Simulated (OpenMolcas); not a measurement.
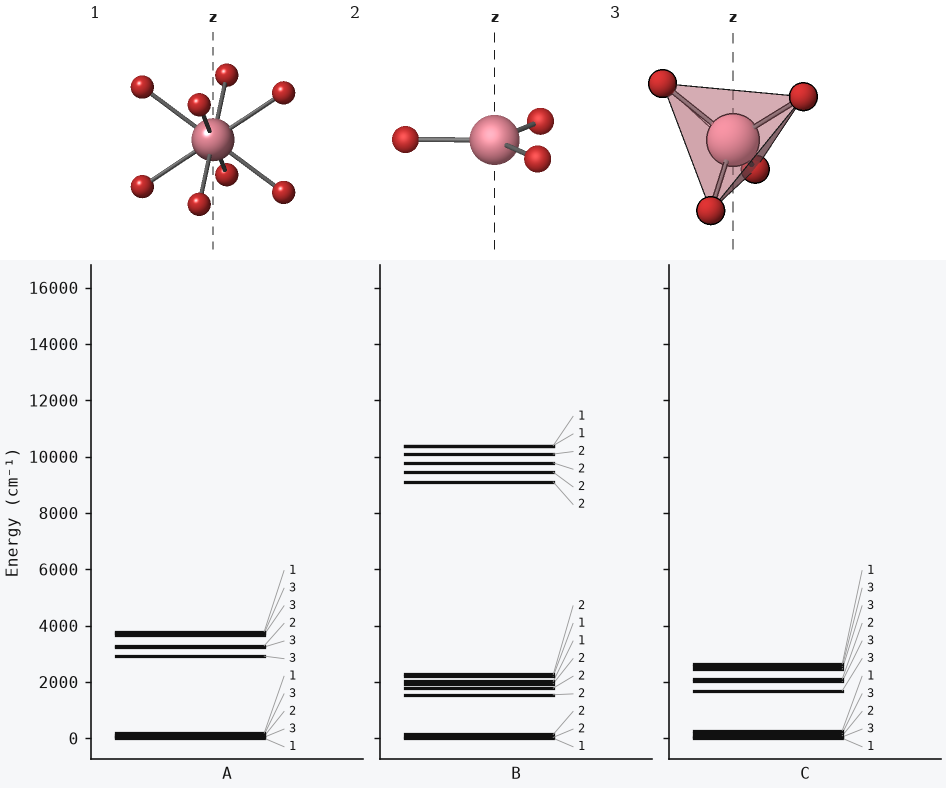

Co³⁺ (3d⁶) among point charges in three arrangements (top) and its lowest levels in each (bottom, numbers are degeneracies). Computed with OpenMolcas: state-averaged CASSCF, active space 6 electrons in the shell 3d, basis ANO-RCC-VDZP, DKH2 scalar Hamiltonian, spin-orbit coupling by RASSI with atomic mean-field integrals.

(1) 8 point charges of −1.2 e at 2.05 Å, arranged as: cube (Oh)
(2) 3 point charges of −1.6 e at 1.78 Å, arranged as: trigonal planar (D3h)
(3) 4 point charges of −2.5 e at 1.67 Å, arranged as: tetrahedron (Td)

Question: Match the level schemes to the arrangements.

Answer: A is (3). The ground level is A₁, non-degenerate, 100 % from states of spin multiplicity 5. The next level lies at 37 cm⁻¹ (T₁). B is (2). The ground level is A₁, non-degenerate, 100 % from states of spin multiplicity 5. The next level lies at 32 cm⁻¹ (E). C is (1). The ground level is A₁, non-degenerate, 100 % from states of spin multiplicity 5. The next level lies at 46 cm⁻¹ (T₁).

Limits of the model: orbital doublet at a regular site, Jahn-Teller distortion not allowed for; point charges lack covalency, field too small at true ligand charges; small active space favours high spin, ground spin may be wrong.
